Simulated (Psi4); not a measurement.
# wB97X-V/cc-pVTZ run of GeO (SMILES [O]=[Ge])

What is the vertical ionisation energy of GeO at wB97X-V/cc-pVTZ? 

Program for the calculation: Psi4 1.11.

6 further runs of the same task are left out: 6 that didn't finish.

### 1 The structure to begin with

GeO: 2 atoms, total charge 0, spin state singlet. As SMILES, `[O]=[Ge]`. The shape is that of a PBE0-D4/def2-TZVP optimisation.

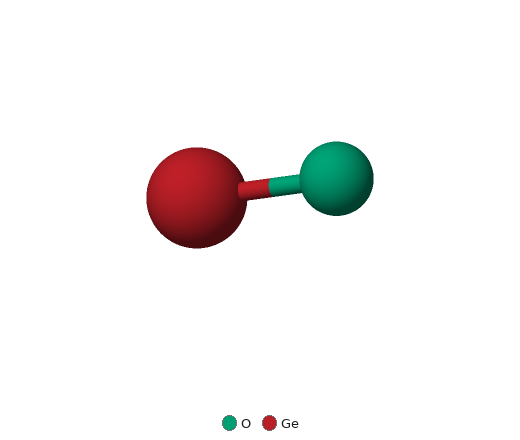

Viewed from a chosen angle; oxygen teal, germanium red.

### 2 A single-point energy at wB97X-V/cc-pVTZ

File run_ase.py:

```python
import numpy as np
from ase.calculators.psi4 import Psi4
from ase import Atoms

a = Atoms(['O', 'Ge'], positions=[
    [0.000000, 0.000000, -0.023040],
    [0.000000, 0.000000, 1.599530],
])
calc = Psi4(atoms=a, method='wb97x-v', basis='cc-pVTZ', memory='2200MB', num_threads=1, charge=0, multiplicity=1, label='psi4-calc', reference='rks')
calc.psi4.set_options({'puream': True, 'e_convergence': 1e-09, 'd_convergence': 1e-08, 'scf_type': 'pk', 'dft_radial_points': 99, 'dft_spherical_points': 590})
a.calc = calc

print(f'energy: {a.get_potential_energy():.6f} eV')
```

On the command line:

```bash
$ python run_ase.py
```

psi4-calc.dat:

```text
[...]
  Running in c1 symmetry.
[...]
  Nuclear repulsion =   83.490614230215044
[...]
  Multiplicity = 1
[...]
  Nalpha       = 20
  Nbeta        = 20
[...]
    Number of basis functions: 73
[...]
   @RKS iter   1: -2151.19977857257845   -3.15137e+00   2.58912e-02 DIIS/ADIIS
[...]
   @RKS iter  11: -2152.07398312486021   -1.45519e-11   5.10338e-09 DIIS
[...]
    Orbital Energies [Eh]
    ---------------------
    Doubly Occupied:
       1A   -398.601611     2A    -49.850450     3A    -44.362889
       4A    -44.362889     5A    -44.358538     6A    -19.197425
       7A     -6.350481     8A     -4.525298     9A     -4.525298
      10A     -4.512884    11A     -1.355068    12A     -1.354327
      13A     -1.354327    14A     -1.345331    15A     -1.345331
      16A     -1.035108    17A     -0.564687    18A     -0.414596
      19A     -0.414596    20A     -0.397396
[...]
  @RKS Final Energy: -2152.07398312486021
   => Energetics <=
    Nuclear Repulsion Energy =             83.4906142302150442
    One-Electron Energy =               -3164.5493435451580808
    Two-Electron Energy =                 996.6375593869119029
    DFT Exchange-Correlation Energy =     -67.8212509426875698
    Empirical Dispersion Energy =           0.0000000000000000
    VV10 Nonlocal Energy =                  0.1684377458582099
    Total Energy =                      -2152.0739831248602059
[...]
 Multipole Moments:
 ------------------------------------------------------------------------------------
     Multipole            Electronic (a.u.)      Nuclear  (a.u.)        Total (a.u.)
 ------------------------------------------------------------------------------------
 L = 1.  Multiply by 2.5417464519 to convert [e a0] to [Debye]
 Dipole X            :          0.0000000            0.0000000            0.0000000
 Dipole Y            :         -0.0000000            0.0000000           -0.0000000
 Dipole Z            :          4.0275547           -2.7121121            1.3154426
 Magnitude           :                                                    1.3154426
[...]
```

Standard output:

```text
energy: -58560.915908 eV
```

Run time: 2.5 min. Hardware: 1 thread of Intel Xeon at 2.50GHz (Skylake/Cascade Lake), shared host; peak memory 1.4 GiB.

### 3 The doublet cation, same level

File job.json:

```json
{
  "schema_name": "qcschema_input",
  "schema_version": 1,
  "molecule": {
    "schema_name": "qcschema_molecule",
    "schema_version": 2,
    "symbols": ["O", "Ge"],
    "geometry": [0.0, 0.0, -0.04353929, 0.0, 0.0, 3.02267363],
    "molecular_charge": 1,
    "molecular_multiplicity": 2,
    "fix_symmetry": "c1"
  },
  "driver": "energy",
  "model": {
    "method": "wb97x-v",
    "basis": "cc-pVTZ"
  },
  "keywords": {
    "reference": "uks",
    "puream": true,
    "e_convergence": 1e-09,
    "d_convergence": 1e-08,
    "scf_type": "pk",
    "dft_radial_points": 99,
    "dft_spherical_points": 590,
    "maxiter": 100
  }
}
```

On the command line:

```bash
$ psi4 --qcschema job.json -n 1 --memory 2200MB
```

stdout:

```text
[...]
  Running in c1 symmetry.
[...]
  Nuclear repulsion =   83.490614213444772
[...]
  Multiplicity = 2
[...]
  Nalpha       = 20
  Nbeta        = 19
[...]
    Number of basis functions: 73
[...]
   @UKS iter   1: -2150.88505247812100   -2.83664e+00   2.52144e-02 ADIIS/DIIS
[...]
   @UKS iter  15: -2151.66807264808813    0.00000e+00   1.50956e-09 DIIS
[...]
   @S^2 Observed:                7.633036369E-01
[...]
    Orbital Energies [Eh]
    ---------------------
    Alpha Occupied:
       1A   -398.949468     2A    -50.194620     3A    -44.706591
       4A    -44.706591     5A    -44.704995     6A    -19.555370
       7A     -6.695242     8A     -4.867043     9A     -4.867043
      10A     -4.863255    11A     -1.705711    12A     -1.693741
      13A     -1.693741    14A     -1.691324    15A     -1.691324
      16A     -1.387345    17A     -0.909431    18A     -0.745396
      19A     -0.743303    20A     -0.743303
    Alpha Virtual:
      21A     -0.269790    22A     -0.269790    23A     -0.133821
      24A     -0.017337    25A      0.044266    26A      0.044266
[...]
  @UKS Final Energy: -2151.66807264808813
   => Energetics <=
    Nuclear Repulsion Energy =             83.4906142134447720
    One-Electron Energy =               -3150.9924545387843864
    Two-Electron Energy =                 983.3481598843197844
    DFT Exchange-Correlation Energy =     -67.6802000854545582
    Empirical Dispersion Energy =           0.0000000000000000
    VV10 Nonlocal Energy =                  0.1658078783859900
    Total Energy =                      -2151.6680726480881276
[...]
 Multipole Moments:
 ------------------------------------------------------------------------------------
     Multipole            Electronic (a.u.)      Nuclear  (a.u.)        Total (a.u.)
 ------------------------------------------------------------------------------------
 L = 1.  Multiply by 2.5417464519 to convert [e a0] to [Debye]
 Dipole X            :         -0.0000000            0.0000000           -0.0000000
 Dipole Y            :          0.0000000            0.0000000            0.0000000
 Dipole Z            :          3.8733476           -2.7121121            1.1612355
 Magnitude           :                                                    1.1612355
[...]
```

The result, in JSON:

```text
{
 "driver": "energy",
 "model": {
  "method": "wb97x-v",
  "basis": "cc-pVTZ"
 },
 "success": true,
 "return_result": -2151.668072648088,
 "properties": {
  "calcinfo_nbasis": 73,
  "calcinfo_nmo": 73,
  "calcinfo_nalpha": 20,
  "calcinfo_nbeta": 19,
  "calcinfo_natom": 2,
  "nuclear_repulsion_energy": 83.49061421344477,
  "return_energy": -2151.668072648088,
  "scf_one_electron_energy": -3150.9924545387844,
  "scf_two_electron_energy": 983.3481598843198,
  "scf_vv10_energy": 0.16580787838598998,
  "scf_xc_energy": -67.68020008545456,
  "scf_dipole_moment": [-3.813950899709912e-14, 9.199755481386563e-15, 1.1612355268354122],
  "scf_total_energy": -2151.668072648088,
  "scf_iterations": 15
 }
}
```

Run time: 2.8 min. Hardware: 1 thread of Intel Xeon at 2.50GHz (Skylake/Cascade Lake), shared host; peak memory 1.3 GiB.

### 4 Results

At wB97X-V/cc-pVTZ:

| quantity | value |
| --- | --- |
| singlet GeO: total energy | -2152.07398 Eh |
| singlet GeO: dipole moment | 3.34 D |
| singlet GeO: HOMO energy | -10.81 eV |
| singlet GeO: LUMO energy | 0.09 eV |
| singlet GeO: HOMO–LUMO gap | 10.90 eV |
| doublet cation: total energy | -2151.66807 Eh |
| doublet cation: HOMO energy (highest over α and β) | -19.64 eV |
| doublet cation: LUMO energy (lowest over α and β) | -11.30 eV |
| doublet cation: ⟨S²⟩ | 0.763 |
| vertical ionisation energy (to the doublet cation) | 11.045 eV |

Removing an electron at fixed nuclei costs 11.05 eV (1066 kJ/mol). The negative HOMO energy of the first species, 10.81 eV, lies 0.23 eV below that difference.
